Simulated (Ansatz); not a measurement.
# SiO2 (P6_322): bands and screening cutoff converge together, part 2 of 2

Wanted: the G0W0 gap of SiO2 (P6_322) over a grid of bands and cutoffs.

Ansatz 0.2.0; G0W0 on LDA, plane waves, PAW; PAW set soft_1. Known limits of the many-body steps: not at the basis limit.

So far. Step 7 (794 empty bands, screening to 150 eV): The G0W0 gap on the mesh is 8.567 eV.

## Step 8: 1411 empty bands, screening to 220 eV

Input file input.yaml:

```yaml
crystal:
  lattice:
    - [5.0690738885, 0.0, 0.0]
    - [-2.5345369442, 4.3899467611, 0.0]
    - [0.0, 0.0, 8.55848854]
  atoms:
    - { symbol: Si, position: [0.66666667, 0.33333333, 0.9371258] }
    - { symbol: Si, position: [0.66666667, 0.33333333, 0.5628742] }
    - { symbol: Si, position: [0.33333333, 0.66666667, 0.0628742] }
    - { symbol: Si, position: [0.33333333, 0.66666667, 0.4371258] }
    - { symbol: O, position: [0.0, 0.42125874, 0.0] }
    - { symbol: O, position: [0.42125874, 0.42125874, 0.5] }
    - { symbol: O, position: [0.57874126, 0.0, 0.5] }
    - { symbol: O, position: [0.57874126, 0.57874126, 0.0] }
    - { symbol: O, position: [0.0, 0.57874126, 0.5] }
    - { symbol: O, position: [0.66666667, 0.33333333, 0.75] }
    - { symbol: O, position: [0.33333333, 0.66666667, 0.25] }
    - { symbol: O, position: [0.42125874, 0.0, 0.0] }
kpoints:
  mp_grid: { grid: [6, 6, 2] }
hamiltonian:
  xc: lda
  pseudopotentials: { kind: paw, azcp: { folder: soft_1 }, xc_functional: pbe }
scf:
  occupations: { method: fixed }
gw:
  n_empty_bands: 1411
  ecut_chi: 220
  qp_bands: [v4, c4]
  qp_kpoints: band_edges
  screening: { model: contour_deformation }
```

Command:

```bash
$ ansatz run input.yaml --threads 2 --pin off --max-ram 92160MiB --backend cuda --events-out ev --progress --plain --runs-dir out --devices 1 --max-vram 13GiB
```

Numbers of over 12 decimals in the logs are rounded to 6 here.

What it wrote:

```text
GPUs: using 1 of 1 available (devices: 1).
[...]
GPU FFT provider: cuFFT
GPU libraries: cuBLAS 13.8.2, cuFFT 12.4.0, cuSOLVER 12.3.4
Crystal: 12 atoms, lattice volume = 190.452 Å³
Basis set: ecut = 420 eV, 3755 PW (Γ)
Bands: 44, of which v1, the nominal top of the filled ones, is band 32 counted from 1 (31 counted from 0)
Symmetry: 12 space group operations
[...]
k-points: 14 of 72
[...]
0    36      8.9010    -6.1533    -3.9356   -11.9806  0.8639    10.8156    10.7926  root
[...]
13    33      8.7051    -8.7305    -3.9761   -14.6969  0.8516    10.7218    10.6953  root
    13    34      8.7051    -8.7305    -3.9761   -14.6969  0.8516    10.7218    10.6953  root
    13    35      8.8904    -4.1503    -2.8524    -8.2987  0.8787    10.1963    10.1864  root
    13    36      8.8904    -4.1503    -2.8524    -8.2987  0.8787    10.1963    10.1864  root
[key lines of the parts left out:]
SCF converged after 9 iterations
Free energy (F): -6890.711345 eV
Fermi energy:    0.248345 eV
```

The job ended after 5.2 min (1 × NVIDIA H100 80GB HBM3 (shared by 6 runs) with 2 threads of AMD EPYC 7R13 (Zen 3), shared host; peak memory 6.9 GiB; 8.7 min of CPU time).

The G0W0 gap on the mesh is 8.691 eV.

## Step 9: 432 empty bands, screening to 300 eV

Changes to input.yaml since step 8:

```diff
@@ -26,4 +26,4 @@
 gw:
-  n_empty_bands: 1411
-  ecut_chi: 220
+  n_empty_bands: 432
+  ecut_chi: 300
   qp_bands: [v4, c4]
```

What it wrote:

```text
GPUs: using 1 of 1 available (devices: 1).
[...]
GPU FFT provider: cuFFT
GPU libraries: cuBLAS 13.8.2, cuFFT 12.4.0, cuSOLVER 12.3.4
Crystal: 12 atoms, lattice volume = 190.452 Å³
Basis set: ecut = 420 eV, 3755 PW (Γ)
Bands: 44, of which v1, the nominal top of the filled ones, is band 32 counted from 1 (31 counted from 0)
Symmetry: 12 space group operations
[...]
k-points: 14 of 72
[...]
0    36      8.9010    -6.1533    -3.7745   -11.9806  0.8644    10.9811    10.9538  root
[...]
13    33      8.7051    -8.7305    -3.7693   -14.6969  0.8518    10.9348    10.9022  root
    13    34      8.7051    -8.7305    -3.7693   -14.6969  0.8518    10.9348    10.9022  root
    13    35      8.8904    -4.1503    -2.7455    -8.2987  0.8789    10.3050    10.2932  root
    13    36      8.8904    -4.1503    -2.7455    -8.2987  0.8789    10.3050    10.2932  root
[key lines of the parts left out:]
SCF converged after 9 iterations
Free energy (F): -6890.711345 eV
Fermi energy:    0.248345 eV
```

Wall time 96 s (1 × NVIDIA H100 80GB HBM3 (shared by 6 runs) with 2 threads); peak memory 11 GiB.

The G0W0 gap on the mesh is 8.490 eV.

## Step 10: The grid

Start LDA, 6×6×2 mesh. Times are wall times on 1 × NVIDIA H100 80GB HBM3 (shared by 6 runs) with 2 threads of AMD EPYC 7R13 (Zen 3), shared host, good to a factor of about two.

| cutoff (eV) | plane waves at q = 0 | bands summed | gap (eV) | Σc valence (eV) | Σc conduction (eV) | time |
| --- | --- | --- | --- | --- | --- | --- |
| 50 | 147 | 184 | 8.262 | 4.34 | -2.90 | 31 s |
| 50 | 147 | 826 | 8.258 | 4.14 | -3.09 | 2.1 min |
| 100 | 403 | 464 | 8.377 | 4.17 | -2.95 | 60 s |
| 100 | 403 | 2279 | 8.435 | 4.02 | -3.04 | 10 min |
| 150 | 761 | 184 | 8.263 | 4.50 | -2.74 | 37 s |
| 150 | 761 | 826 | 8.567 | 3.96 | -2.97 | 2.4 min |
| 220 | 1377 | 1443 | 8.691 | 3.79 | -3.02 | 5.2 min |
| 300 | 2251 | 464 | 8.490 | 4.11 | -2.89 | 96 s |

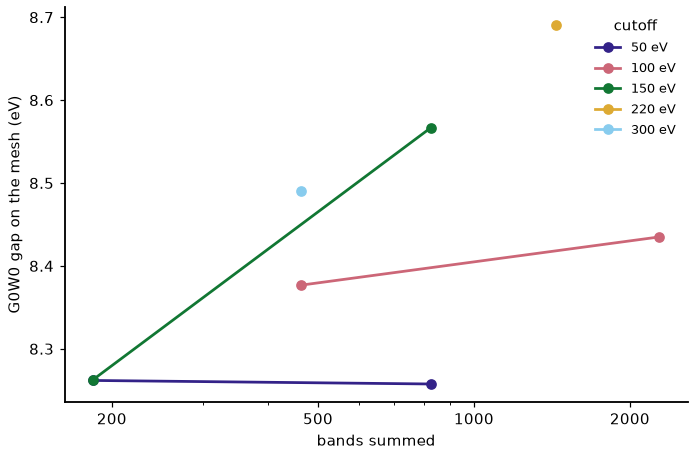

The gap against bands, one line for each screening cutoff.

## Step 11: Outcome

| Property | Result |
| --- | --- |
| 184 bands, 50 eV | 8.262 eV |
| 826 bands, 50 eV | 8.258 eV |
| 464 bands, 100 eV | 8.377 eV |
| 2279 bands, 100 eV | 8.435 eV |
| 184 bands, 150 eV | 8.263 eV |
| 826 bands, 150 eV | 8.567 eV |
| 1443 bands, 220 eV | 8.691 eV |
| 464 bands, 300 eV | 8.490 eV |
| estimated limit along the diagonal | 8.86 eV |
| mesh and start | 6×6×2, LDA |

**Reading.** At 50 eV, going from 184 to 826 bands moves the gap by −0.004 eV. At 100 eV, going from 464 to 2279 bands moves the gap by +0.06 eV. At 150 eV, going from 184 to 826 bands moves the gap by +0.30 eV. At 184 bands, raising the cutoff from 50 to 150 eV moves it by +0.001 eV. At 826 bands, raising the cutoff from 50 to 150 eV moves it by +0.31 eV. At 464 bands, raising the cutoff from 100 to 300 eV moves it by +0.11 eV. Along the diagonal, where both rise together, the two highest rungs point to 8.86 eV. Gaps are over the mesh's points; an edge off the mesh would be missed. A low cutoff hides what high bands add, so a band series at one cutoff can look settled before the gap is.

[Paths, hosts, dates, memory and timing lines, banners, echoed tables and standing remarks are left out of the program output.]

[Logs are printed without paths, hosts, clocks, repeated set-up lines and the standing remarks that a program may print on its own settings, such as how far it seeks lower states.]

[Runs of the session that timed out or met a known fault of the program may be left out.]

[Cells called generated may have been cut or substituted from an entry of the Crystallography Open Database or the Materials Project.]

[Hosts, paths, dates, database ids (printed as entryN), source tags and the programs' standing remarks are cut or masked in the printed files.]
